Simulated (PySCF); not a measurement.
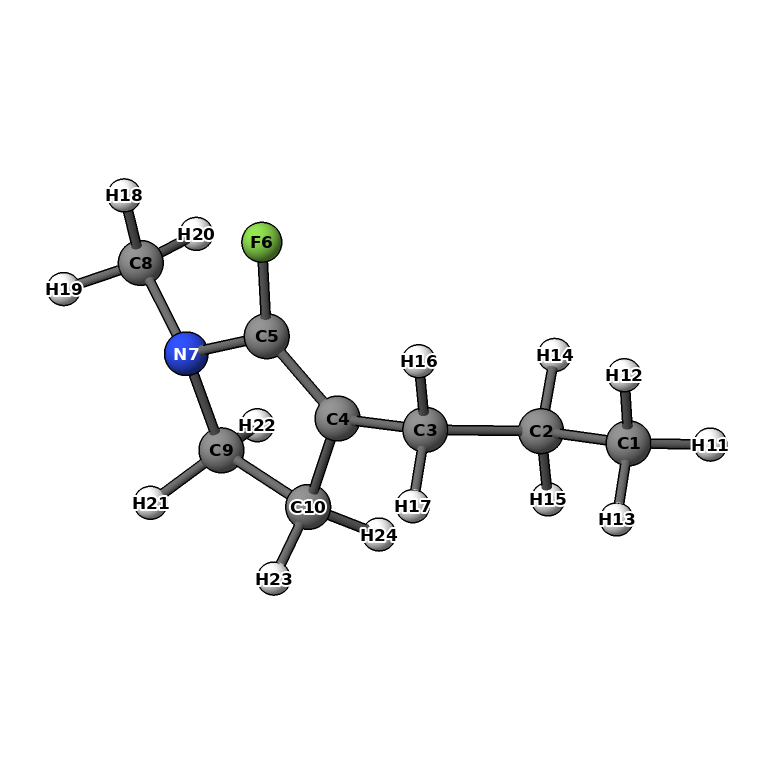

The questions are on isotropic NMR shieldings of the H atoms. The geometry was computed by an optimisation with GFN2-xTB. No frequency run is at hand to confirm it as a minimum. Level of theory: GIAO PBE0/pcSseg-1 NMR shielding, non-relativistic, gas phase (PySCF 2.14.0).

Give the isotropic NMR shieldings of the H atoms atom by atom.

```tsv
atom	σ (ppm)
H11	30.45
H12	30.71
H13	30.80
H14	30.57
H15	30.10
H16	29.32
H17	30.08
H18	28.52
H19	29.23
H20	29.80
H21	28.18
H22	29.09
H23	29.28
H24	29.11
```
